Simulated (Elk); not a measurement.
C (Fd-3m): refractive index against wavelength

The refractive index of C (Fd-3m) below the direct gap (5.60 eV on the mesh) is read from one computed spectrum, n = √(Re ε).

The structure is cubic, space group Fd-3m (No. 227). Conventional cell: a = 3.567 Å, b = 3.567 Å, c = 3.567 Å, α = 90.00°, β = 90.00°, γ = 90.00°. C on site a has 4 C at 1.54 Å as nearest neighbours.

Method: Elk 11.2.3 (patched build), PBE, independent particles, k-mesh 14×14×14, Lorentzian half width 0.15 eV.

Launch of the response step: `OMP_NUM_THREADS=4 elk`. The run took 9 s, its band step included, on 4 threads of Arm Neoverse V2 (shared host).

| wavelength (nm) | photon energy E (eV) | n |
| --- | --- | --- |
| 700 | 1.771 | 2.4528 |
| 633 | 1.959 | 2.4597 |
| 532 | 2.331 | 2.4759 |
| 450 | 2.755 | 2.4989 |
| 405 | 3.061 | 2.5189 |
| 365 | 3.397 | 2.5446 |
| 308 | 4.025 | ? |

In the single-oscillator model n² − 1 = E₀E_d/(E₀² − E²), so 1/(n² − 1) = E₀/E_d − E²/(E₀E_d) is linear in E².

Working, on the rows shown:

| x = E² (eV²) | y = 1/(n² − 1) |
| --- | --- |
| 3.13716 | 0.199353 |
| 3.83641 | 0.198015 |
| 5.43137 | 0.194929 |
| 7.59115 | 0.190676 |
| 9.37179 | 0.187096 |
| 11.5384 | 0.182649 |

Means: x̄ = 6.8177, ȳ = 0.19212. Σ(x − x̄)(y − ȳ) = -0.1068, Σ(x − x̄)² = 53.76. Slope = -0.1068 / 53.76 = -0.001986; intercept = ȳ − slope · x̄ = 0.20566. Turned back into n, the line misses the rows shown by at most 0.00057.

**Question.** What does the fit predict for the withheld row, and how well does it do?

**Answer.** At x = 16.204 the line gives y = 0.17348, that is 2.6008. The run gave 2.6065, so the extrapolation is off by 0.0057, 4 % of the range in the table.

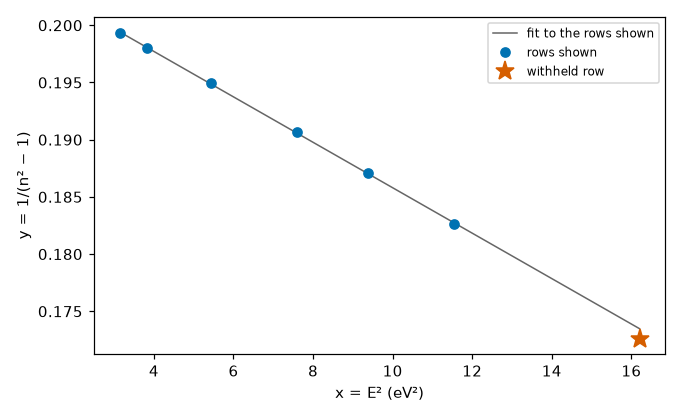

Refitted with all rows, the slope is -0.002041 and the intercept 0.20598. These give E₀ = √(intercept/−slope) = 10.05 eV and E_d = E₀/intercept = 48.8 eV; E₀ is 1.8 times the direct gap. The electronic limit at long wavelengths, without lattice vibrations, is n = √(1 + 1/intercept) = 2.420. Excitons are left out and so are local fields; PBE gaps are as a rule too small. The values come from a sum over the points of one k-mesh and carry its error, which grows as the direct gap shrinks.
